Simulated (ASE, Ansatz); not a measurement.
## Atom list for KH6C3NO5 (P2_1/c) (64 atoms)

KH6C3NO5, space group P2_1/c, structure from the Crystallography Open Database, 1 x 1 x 1 conventional cells; every coordinate displaced by a Gaussian of 0.01 Å; bonds to H set to neutron lengths (C-H 1.089, N-H 1.015, O-H 0.983, B-H 1.19 Å) where the listed ones are shorter.

This is the geometry as built. Method: Kohn-Sham DFT, LDA, PAW (set soft_2), plane waves (Ansatz 0.2.0); cutoff 420 eV, k-mesh 2×1×2, fixed occupations.

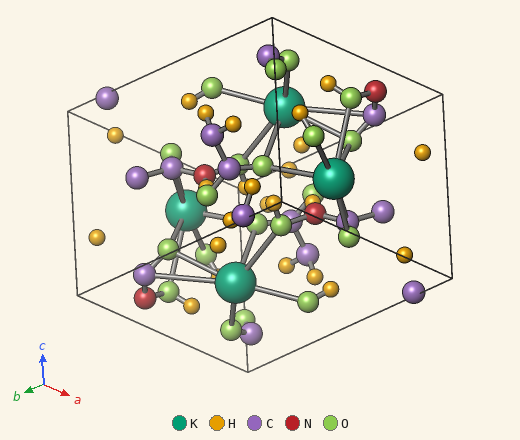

The structure (potassium teal, hydrogen orange, carbon purple, nitrogen red, oxygen green). Bonds to atoms that aren't drawn are left out. Some periodic images of atoms are drawn too.

Cell vectors (Å):

```
7.457 0.000 0.000
0.000 13.002 0.000
-1.811 0.000 6.571
```

Positions (Å):

```
1 K 3.567 8.313 0.626
2 K 2.969 1.829 2.651
3 K 2.064 4.660 5.932
4 K 2.668 11.172 3.943
5 H 5.550 9.530 6.256
6 H -0.806 3.030 3.623
7 H 0.107 3.479 0.314
8 H 6.444 9.979 2.956
9 H 5.861 11.076 5.461
10 H -1.106 4.574 4.382
11 H -0.195 1.920 1.080
12 H 6.774 8.417 2.200
13 H 3.904 11.657 0.796
14 H 2.656 5.152 2.507
15 H 1.744 1.359 5.794
16 H 2.979 7.847 4.058
17 H 0.001 12.503 6.221
18 H 4.723 6.014 3.619
19 H 5.654 0.515 0.344
20 H 0.911 7.011 2.944
21 H 6.308 6.338 0.923
22 H 0.237 12.822 2.354
23 H -0.646 6.675 5.634
24 H 5.398 0.188 4.211
25 H 4.385 6.968 6.040
26 H 0.316 0.461 3.793
27 H 1.250 6.027 0.516
28 H 5.296 12.535 2.766
29 C 6.223 11.159 0.506
30 C 0.307 4.639 2.767
31 C -0.596 1.850 6.064
32 C 5.334 8.336 3.794
33 C -1.729 10.572 6.430
34 C 6.502 4.081 3.429
35 C 7.410 2.424 0.132
36 C 6.585 8.906 3.146
37 C 1.264 10.782 0.719
38 C 5.261 4.261 2.576
39 C 4.347 2.236 5.865
40 C 0.368 8.754 3.994
41 N 2.062 11.820 0.407
42 N 4.509 5.326 2.899
43 N 3.601 1.176 6.188
44 N 1.116 7.665 3.693
45 O 5.146 10.732 0.090
46 O 1.393 4.219 3.197
47 O 0.494 2.281 6.466
48 O 4.242 8.782 3.372
49 O 6.383 12.082 1.378
50 O 0.171 5.591 1.925
51 O -0.740 0.910 5.218
52 O 5.492 7.416 4.650
53 O 1.570 10.000 1.621
54 O 4.993 3.497 1.653
55 O 4.066 3.021 4.946
56 O 0.676 9.535 4.913
57 O 3.159 12.168 1.202
58 O 3.420 5.655 2.086
59 O 2.486 0.871 5.384
60 O 2.224 7.367 4.495
61 O 5.689 6.678 0.266
62 O 0.870 0.162 3.008
63 O -0.028 6.334 6.322
64 O 4.768 12.842 3.530
```

Q: Give the force and the charge of every atom.

Columns: atom, q, fx, fy, fz (forces in eV/Å, q the intrinsic-atomic-orbital charge in e).

```
1 0.81 -0.067 0.000 -0.045
2 0.81 0.055 -0.044 0.070
3 0.81 0.060 0.057 0.075
4 0.81 -0.065 0.039 -0.120
5 0.22 0.069 -1.011 -0.168
6 0.22 -0.007 -0.754 0.137
7 0.22 -0.041 0.652 0.176
8 0.21 -0.026 0.110 -0.102
9 0.21 -0.107 0.056 -0.191
10 0.21 0.132 0.388 0.672
11 0.21 0.113 -0.273 0.763
12 0.22 -0.170 -0.355 -0.746
13 0.37 0.896 -0.527 -0.309
14 0.37 -0.515 -0.219 0.043
15 0.37 -1.273 0.834 0.634
16 0.37 0.765 0.513 -0.291
17 0.30 0.132 -0.144 0.354
18 0.30 0.341 0.383 0.535
19 0.31 0.180 -0.795 0.708
20 0.30 -0.244 -0.639 -0.595
21 0.38 0.868 -0.559 0.674
22 0.37 -0.545 -0.492 -0.574
23 0.37 -0.253 0.229 -0.053
24 0.37 0.122 0.156 -0.042
25 0.37 0.263 -0.002 -0.064
26 0.36 0.305 -0.150 -0.332
27 0.37 -0.374 -0.084 0.350
28 0.37 0.430 -0.150 -0.470
29 0.52 2.172 0.529 0.249
30 0.52 -1.070 0.974 0.093
31 0.52 -1.048 -0.501 -0.186
32 0.52 0.565 0.051 -0.379
33 -0.45 -1.272 1.643 0.658
34 -0.46 -0.302 0.575 -1.377
35 -0.45 -0.330 -0.688 -1.187
36 -0.45 0.468 0.277 1.145
37 0.40 1.319 0.062 -0.006
38 0.40 0.435 0.495 0.664
39 0.40 0.405 0.320 -0.066
40 0.40 0.466 -0.360 0.285
41 -0.13 -0.123 0.604 -0.073
42 -0.13 -0.649 -0.513 -1.285
43 -0.13 -0.983 0.827 -1.642
44 -0.14 0.474 1.149 1.498
45 -0.52 -0.972 -0.116 -0.131
46 -0.53 0.845 -0.093 -0.114
47 -0.53 0.738 0.126 0.107
48 -0.54 -0.271 -0.417 0.360
49 -0.56 -0.444 -0.361 -0.437
50 -0.56 0.266 -0.457 0.187
51 -0.56 0.218 0.007 -0.025
52 -0.55 -0.515 -0.064 0.048
53 -0.56 -0.068 -0.309 0.532
54 -0.55 -0.304 -0.226 -0.324
55 -0.56 -0.113 -0.339 0.267
56 -0.55 -0.206 -0.460 -0.624
57 -0.49 -1.685 -0.075 -0.316
58 -0.50 0.892 -0.212 0.590
59 -0.50 2.206 -0.595 0.221
60 -0.50 -1.381 -0.172 -0.460
61 -0.84 -1.000 0.474 -0.689
62 -0.83 0.154 0.596 1.048
63 -0.84 0.491 -0.064 -0.227
64 -0.84 -0.422 0.093 0.506
```

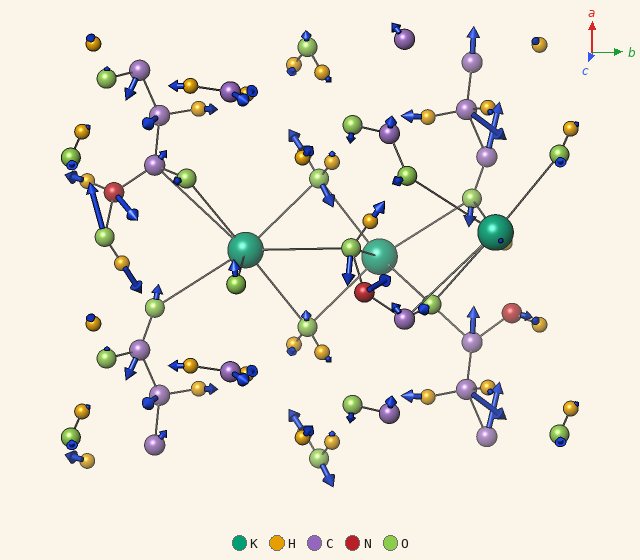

The forces as arrows, the longest 2.30 eV/Å. Drawn is a slice 4 Å thick, seen along the normal of the ab plane, with neighbouring cells across it. Bonds to atoms that aren't drawn are left out.

The geometry starts from published positions, was displaced at random and isn't relaxed at this level: its force components are 0.60 eV/Å r.m.s. The functional has no dispersion term, which matters for the binding between molecules or layers, where LDA binds through overlap of densities alone.

The r.m.s. force component is 0.605 eV/Å; the longest force, 2.30 eV/Å, acts on O59.

[Logs are printed without paths, hosts, clocks, repeated set-up lines and the standing remarks that a program may print on its own settings, such as how far it seeks lower states.]

[Hosts, paths, dates, database ids (printed as entryN), source tags and the programs' standing remarks are cut or masked in the printed files.]
